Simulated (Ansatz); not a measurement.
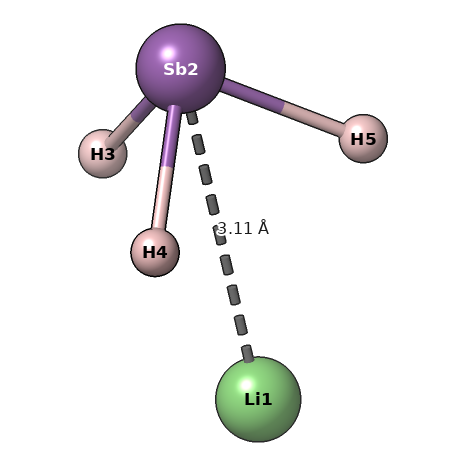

Two molecules or ions; the broken line marks their closest contact (measured against van der Waals radii). Charge +1, singlet. Geometry: a pair of rigid molecules at a changed separation. Program: Ansatz 0.2.0.

Which two species are they?

Li and SbH3 (`[Li+].[SbH3]`).

Give the counterpoise-corrected interaction energy (kcal/mol, monomers kept as in the pair) with RHF-CCSD(T) (frozen core)/def2-TZVPPD.

| level | interaction energy (kcal/mol) |
| --- | --- |
| RHF-CCSD(T) (frozen core)/def2-TZVPPD | −18.6 |
